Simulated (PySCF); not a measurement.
SMILES [Al](/[CH]=[CH]/[GeH3])([OH])[OH] at its CAM-B3LYP/def2-SVP optimised geometry (Å):

```
13

Ge    -2.3822     2.2408     0.0083
C     -1.3323     0.6029     0.0056
C      0.0108     0.5639     0.0000
Al     0.9613    -1.1158     0.0000
O      2.6529    -1.1158     0.0000
O      0.0023    -2.5115     0.0017
H     -3.2769     2.3110     1.2583
H     -3.2968     2.3031    -1.2276
H     -1.4252     3.4428    -0.0030
H     -1.8903    -0.3435     0.0094
H      0.5482     1.5226    -0.0037
H      3.2968    -1.8245    -0.0001
H      0.2240    -3.4428    -0.0034
```

Calculation: CAM-B3LYP/def2-TZVP (PySCF). Cells within 0.4 Å of a nucleus heavier than hydrogen are left out (blank, or x).

Map of the electron localisation function on the plane z = 0.0 Å:

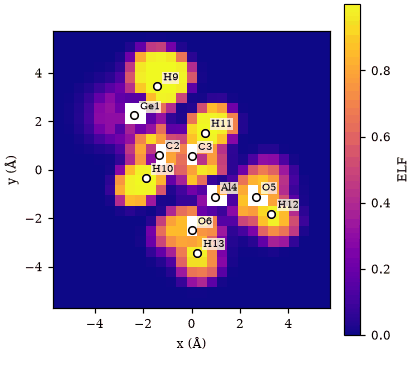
Figure: Electron localisation function on the plane z = 0.0 Å.
